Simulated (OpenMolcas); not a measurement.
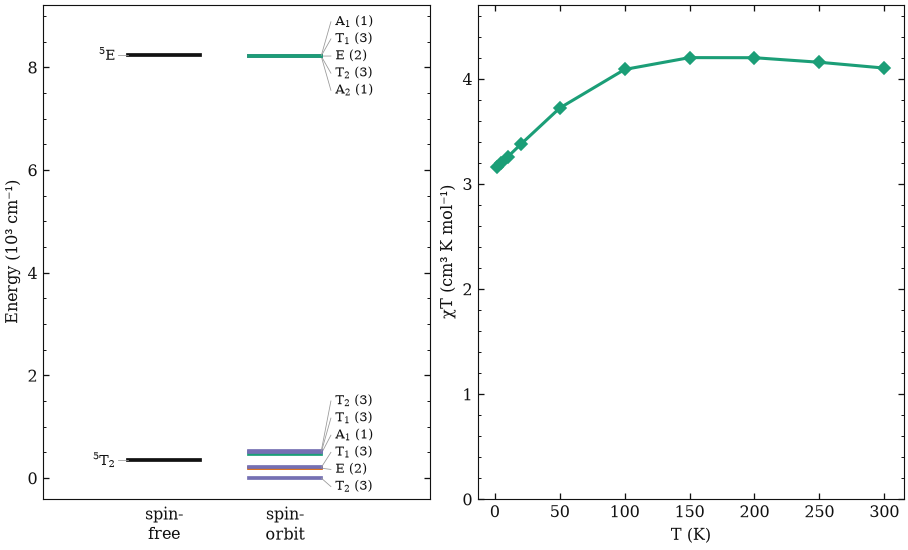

Levels of a 3d ion of charge +2 as a dopant in KZnF₃, a cluster with its 6 nearest F⁻ at 2.159 Å (octahedron) embedded in model potentials and point charges; the geometry was set, not optimised. Labels give the representation in O, Td, D4 or D3 as the site allows (double group for half-integer spin) where it could be assigned and, in brackets, the degeneracy; spin-free states, where drawn, share the zero of the spin-orbit levels. Level of the calculation: state-averaged SS-CASPT2, IPEA shift 0.25, imaginary shift 0.1 hartree, the open shell active, basis ANO-RCC-VDZP on all atoms, DKH2 scalar Hamiltonian, spin-orbit coupling by RASSI with atomic mean-field integrals (OpenMolcas). Powder susceptibility by Van Vleck's formula.

Which ion is the dopant?

Fe²⁺ (3d⁶). The ground level is T₂, 3-fold degenerate, 100 % from states of spin multiplicity 5. The next level lies at 193 cm⁻¹ (E). The lowest spin-free state is ⁵T₂, from the free-ion D term; of the same spin there follows at 7,890 cm⁻¹ (⁵E) above it. χT is 3.16 cm³ K mol⁻¹ at 2 K and 4.10 at 300 K, an effective moment of 5.73 μB.

Known limits: small active space favours high spin, ground spin may be wrong; single d shell for a late 3d ion, CASPT2 field may be too large; the geometry is set by hand, with no relaxation and no charge compensation.
